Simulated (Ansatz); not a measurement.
# CH4Si (SMILES C[SiH]): levels of theory compared

Wanted: a comparison of 6 runs (HF/STO-3G, PBE/STO-3G, UB3LYP/STO-3G, r2SCAN0/STO-3G, revPBE/STO-3G, CCSDT/STO-3G) of CH4Si. 

Program for the calculation: Ansatz 0.2.0.

47 further runs of the same task are left out: 47 set aside as unsound or not needed.

### Step 1. The structure to begin with

CH4Si: 6 atoms, total charge 0, spin state singlet. SMILES: `C[SiH]`. The H5–C1 distance was set to 1.372 Å, away from the relaxed value.

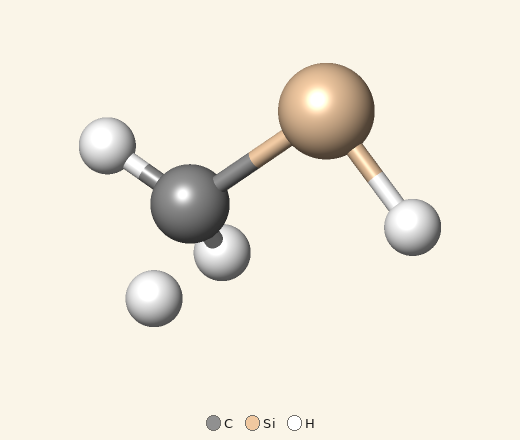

Viewed from a chosen angle; carbon grey, silicon light orange, hydrogen white.

### Step 2. The energy at HF/STO-3G (run 1)

File run.yaml:

```yaml
crystal:
  periodic: [false, false, false]
  atoms:
    - {symbol: C, position_ang: [-0.110873, -0.552978, -0.170199]}
    - {symbol: Si, position_ang: [0.899927, 0.022822, 1.322401]}
    - {symbol: H, position_ang: [-1.174273, -0.597078, 0.097901]}
    - {symbol: H, position_ang: [0.197627, -1.522578, -0.562899]}
    - {symbol: H, position_ang: [-0.024000, 0.382000, -1.170800]}
    - {symbol: H, position_ang: [0.124827, 1.333022, 1.484101]}
basis:
  gaussian:
    orbitals: STO-3G
magnetization:
  spin_polarized: false
hamiltonian:
  xc: hf
accuracy: high
```

Launch:

```sh
$ ansatz run run.yaml --threads 1 --pin off --max-ram 2610MiB --events-out events.jsonl --progress --plain --runs-dir runs
```

The program printed:

```text
Warning: RAYON_NUM_THREADS=1 ignored (pool sized by the plan → 1); use --threads N
Functional definition: HF
  name "HF"
  exchange = exact_x
  correlation = 0
311 factors; integrals over basis functions are off by at most 1.5e-8 eV
mean field evaluation 1: about -8849.2338 eV, gradient 8.2e0 eV
mean field evaluation 2: about -8849.2830 eV, gradient 8.1e0 eV
mean field evaluation 4: about -8849.6376 eV, gradient 3.1e-1 eV
mean field evaluation 8: about -8849.6377 eV, gradient 7.7e-7 eV
mean field -8849.63770164 eV, -325.2181870355 hartree, gradient 7.8e-8 eV, S^2 0.000000; 0 other end points of the search recorded, 0 dependent functions left out
reference -8849.63770164 eV, -325.2181870355 hartree; 12, 12 occupied and 6, 6 virtual orbitals, 311 factors
Total energy: -8849.63770164 eV, -325.2181870355 hartree
```

It took 0.08 s on 1 thread of Arm Neoverse V2, shared host.

### Step 3. A single-point energy at PBE/STO-3G (run 2)

File job.yaml:

```yaml
crystal:
  periodic: [false, false, false]
  atoms:
    - {symbol: C, position_ang: [-0.110873, -0.552978, -0.170199]}
    - {symbol: Si, position_ang: [0.899927, 0.022822, 1.322401]}
    - {symbol: H, position_ang: [-1.174273, -0.597078, 0.097901]}
    - {symbol: H, position_ang: [0.197627, -1.522578, -0.562899]}
    - {symbol: H, position_ang: [-0.024000, 0.382000, -1.170800]}
    - {symbol: H, position_ang: [0.124827, 1.333022, 1.484101]}
basis:
  gaussian:
    orbitals: STO-3G
accuracy: high
hamiltonian:
  xc: pbe
```

Launch:

```sh
$ ansatz run job.yaml --threads 1 --pin off --max-ram 2610MiB --events-out events.jsonl --progress --plain --runs-dir runs
```

The program printed:

```text
Warning: RAYON_NUM_THREADS=1 ignored (pool sized by the plan → 1); use --threads N
Functional definition: PBE
  name "PBE"
  parameter kappa = 0.804
  parameter beta = 0.06672455060314922
  exchange = pbe_x(kappa = kappa, mu = beta*pi^2/3)
  correlation = pbe_c(beta = beta)
311 factors; integrals over basis functions are off by at most 1.5e-8 eV
mean field evaluation 1: about -8865.7323 eV, gradient 1.3e1 eV
mean field evaluation 2: about -8865.4937 eV, gradient 1.6e1 eV
mean field evaluation 4: about -8866.3512 eV, gradient 6.2e-1 eV
mean field evaluation 8: about -8866.2785 eV, gradient 1.2e-2 eV
mean field evaluation 16: about -8866.2785 eV, gradient 4.9e-8 eV
mean field -8866.27850534 eV, -325.8297252919 hartree, gradient 4.8e-8 eV, S^2 0.000000; 0 other end points of the search recorded, 0 dependent functions left out
reference -8866.27850733 eV, -325.8297253649 hartree; 12, 12 occupied and 6, 6 virtual orbitals, 311 factors
Total energy: -8866.27850733 eV, -325.8297253649 hartree
```

It took 0.87 s on 1 thread of Arm Neoverse V2, shared host.

Runs 3 to 5 aren't shown in full; the table further down has their settings and results.

### Step 4. The energy at CCSDT/STO-3G (run 6)

File in.yaml:

```yaml
basis:
  gaussian:
    orbitals: STO-3G
crystal:
  periodic: [false, false, false]
  atoms:
    - {symbol: C, position_ang: [-0.110873, -0.552978, -0.170199]}
    - {symbol: Si, position_ang: [0.899927, 0.022822, 1.322401]}
    - {symbol: H, position_ang: [-1.174273, -0.597078, 0.097901]}
    - {symbol: H, position_ang: [0.197627, -1.522578, -0.562899]}
    - {symbol: H, position_ang: [-0.024000, 0.382000, -1.170800]}
    - {symbol: H, position_ang: [0.124827, 1.333022, 1.484101]}
correlation:
  method: ccsdt
  frozen_orbitals: {C: 1, H: 0, Si: 5}
accuracy: high
scf:
  omitted_lower_state_checks: [cluster_reference, increment]
```

Launch:

```sh
$ ansatz run in.yaml --threads 1 --pin off --max-ram 2610MiB --events-out events.jsonl --progress --plain --runs-dir runs
```

The program printed, cut to the lines that bear on the results:

```text
Warning: RAYON_NUM_THREADS=1 ignored (pool sized by the plan → 1); use --threads N
[... 2 set-up lines as earlier in the session ...]
[...]
311 factors; integrals over basis functions are off by at most 1.5e-8 eV
[...]
mean field -8849.63770164 eV, -325.2181870355 hartree, gradient 7.8e-8 eV, S^2 0.000000; 0 other end points of the search recorded, 0 dependent functions left out; unrestricted orbitals would lower it
6 core orbitals not correlated: weight in the atoms' cores, before any rotation towards them, 1.000 or more for the frozen orbitals, at most 0.000 for the correlated occupied ones
reference -8849.63770164 eV, -325.2181870355 hartree; 6, 6 occupied and 6, 6 virtual orbitals, 311 factors
second order -2.54962721 eV of doubles, -0.00000000 eV of singles
cycle   1  -3.18782460 eV  change   -6.4e-1 eV  update   7.2e-2
[...]
cycle  26  -3.61590775 eV  change  -4.2e-10 eV  update  7.3e-10
Total energy: -8853.25360939 eV, -325.3510691944 hartree
Checks for a lower state left out: cluster_reference, increment
```

Wall time 0.2 s (1 thread of Arm Neoverse V2, shared host).

### Step 5. All runs side by side

```tsv
run	level	frozen core orbitals	energy (Eh)	wall time
1	HF/STO-3G	–	-325.218187	0.08 s
2	PBE/STO-3G	–	-325.829725	0.87 s
3	UB3LYP/STO-3G	–	-326.062772	1.6 s
4	r2SCAN0/STO-3G	–	-326.004715	2.1 s
5	revPBE/STO-3G	–	-325.984893	0.89 s
6	CCSDT/STO-3G	6	-325.351069	0.2 s
```

### Step 6. Results

```
                                          quantity          value
                               run 6: total energy  -325.35107 Eh
run 6: correlation energy (6 core orbitals frozen)     -132.9 mEh
                              run 6: T1 diagnostic          0.007
```

In words: Totals of different functionals can't be ranked against each other. In run 6 the log says that unrestricted orbitals would lower the reference, so the values rest on an unstable closed-shell determinant (other closed-shell runs at this shape may share the fault). In runs 1, 2, 3, 4, 5, 6 the basis is minimal, so the values are rough. All runs together took 5.7 s, the longest 2.1 s.
